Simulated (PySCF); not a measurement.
# UHF/cc-pVDZ (density fitting with cc-pvtz-jkfit) run of SiNH3Cl (SMILES [NH][SiH2]Cl)

Aim: a geometry optimisation of SiNH3Cl. 

The calculation is run with PySCF 2.14.0.

4 further runs of the same task are left out: 4 set aside as unsound or not needed.

## Step 1: The molecule

SiNH3Cl has 6 atoms, charge 0, and is taken as a doublet. As SMILES, `[NH][SiH2]Cl`. The shape is that of a PBE0-D4/def2-TZVP optimisation. This is one conformer, not always the lowest. The run starts from this shape.

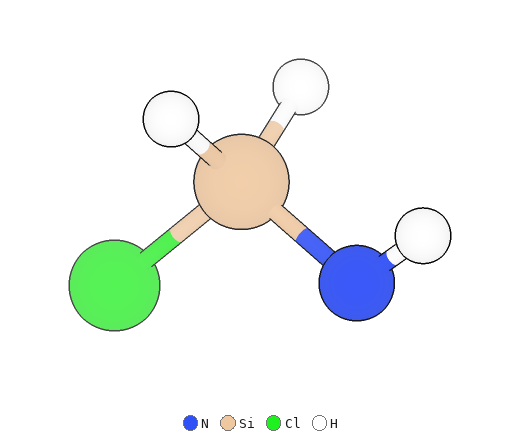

The structure, seen from a chosen angle (nitrogen blue, silicon light orange, chlorine green, hydrogen white).

## Step 2: A geometry optimisation at UHF/cc-pVDZ (density fitting with cc-pvtz-jkfit)

The input, run.py:

```python
from pyscf import gto, scf
from pyscf.geomopt.geometric_solver import kernel as optimise

mol = gto.M(
    atom='''
N     -1.120700    -0.619300    -0.515800
Si     0.327700     0.083100     0.143100
Cl     1.532200    -1.405400     0.854900
H     -1.761400     0.086800    -0.887700
H      1.072900     0.808700    -0.916500
H     -0.008600     0.982100     1.275900
''',
    spin=1,
    verbose=3,
    max_memory=1860,
    basis='cc-pvdz',
)

mf = scf.UHF(mol)
mf = mf.density_fit(auxbasis='cc-pvtz-jkfit')
mf.conv_tol = 1e-10
converged, mol_eq = optimise(mf, maxsteps=60, convergence_set='GAU_TIGHT')
print('converged:', converged)
print(mol_eq.tostring())

mf.reset(mol_eq)
mol = mol_eq
mf.kernel()
if not mf.converged:
    mf = mf.newton().run(mf.mo_coeff, mf.mo_occ)
e_tot = mf.e_tot
print('E = %.10f Eh' % e_tot)
```

Started as:

```bash
OMP_NUM_THREADS=1 python run.py
```

Log:

```text
convergence_set           GAU_TIGHT
[... 32 lines left out ...]
> Will converge when all 5 criteria are reached:
[... 19 lines left out ...]
converged SCF energy = -804.652326771662  <S^2> = 0.75790007  2S+1 = 2.0078845
[... 22 lines left out ...]
converged SCF energy = -804.653112839476  <S^2> = 0.75794816  2S+1 = 2.0079324
[... 45 lines left out ...]
converged SCF energy = -804.65317621542  <S^2> = 0.75796265  2S+1 = 2.0079469
[... 45 lines left out ...]
converged SCF energy = -804.653176274287  <S^2> = 0.75796176  2S+1 = 2.007946
[... 35 lines left out ...]
Converged! =D
[... 1 line left out ...]
converged: True
N          -1.13706335       -0.62199744       -0.52366660
Si          0.32911494        0.10173089        0.14231077
Cl          1.54342898       -1.42294778        0.86185786
H          -1.77731809        0.07478777       -0.89460907
H           1.08212513        0.81561770       -0.91105685
H           0.00181239        0.98880887        1.27906389

converged SCF energy = -804.653176274412  <S^2> = 0.75796131  2S+1 = 2.0079455
E = -804.6531762744 Eh
```

Wall time 9.9 s (1 thread of Arm Neoverse V1, shared host); peak memory 0.19 GiB.

The path in brief:

| step | energy from the first frame kept (eV) | largest force (eV/Å) |
| --- | --- | --- |
| 0 | 0.0000 | 0.9272 |
| 1 | -0.0214 | 0.2832 |
| 2 | -0.0230 | 0.0568 |
| 3 | -0.0231 | 0.0086 |
| 4 | -0.0231 | 0.0016 |
| 5 | -0.0231 | 0.0003 |
| 6 | -0.0231 | 0.0000 |

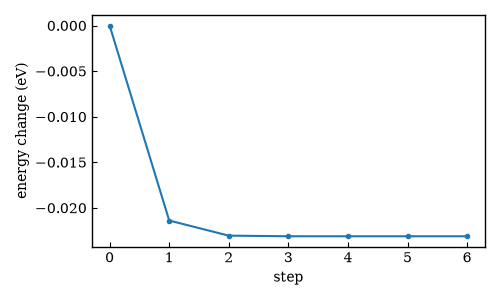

Energy along the run.

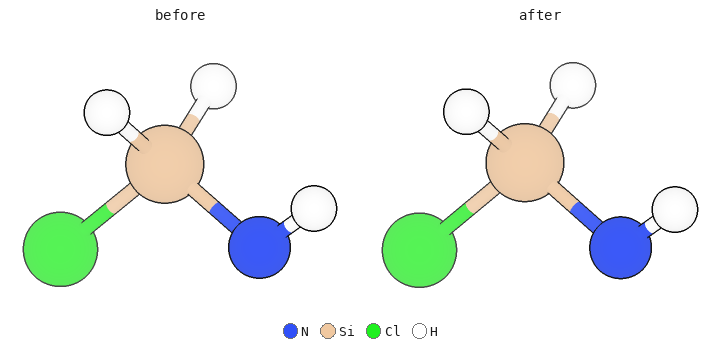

Before and after, at one scale.

After the run. Bond lengths: N1–Si2 1.765 Å, Si2–Cl3 2.078 Å, N1–H4 1.016 Å, Si2–H5 1.479 Å, Si2–H6 1.479 Å. Angles: N1–Si2–Cl3 108.4°, N1–Si2–H5 110.6°, N1–Si2–H6 110.6°, Cl3–Si2–H5 107.7°, Cl3–Si2–H6 107.7°, Si2–N1–H4 112.3°, H5–Si2–H6 111.8°.

## Step 3: Results

At UHF/cc-pVDZ (density fitting with cc-pvtz-jkfit):

| quantity | value |
| --- | --- |
| total energy at the end | -804.65318 Eh |
| dipole moment | 3.07 D |
| HOMO energy (highest over α and β) | -11.81 eV |
| LUMO energy (lowest over α and β) | 1.92 eV |
| ⟨S²⟩ | 0.758 |

In words: At the final geometry: Bond lengths: N1–Si2 1.765 Å, Si2–Cl3 2.078 Å, N1–H4 1.016 Å, Si2–H5 1.479 Å, Si2–H6 1.479 Å. Angles: N1–Si2–Cl3 108.4°, N1–Si2–H5 110.6°, N1–Si2–H6 110.6°, Cl3–Si2–H5 107.7°, Cl3–Si2–H6 107.7°, Si2–N1–H4 112.3°, H5–Si2–H6 111.8°. The optimisation took 6 steps and changed the energy by -0.023 eV.
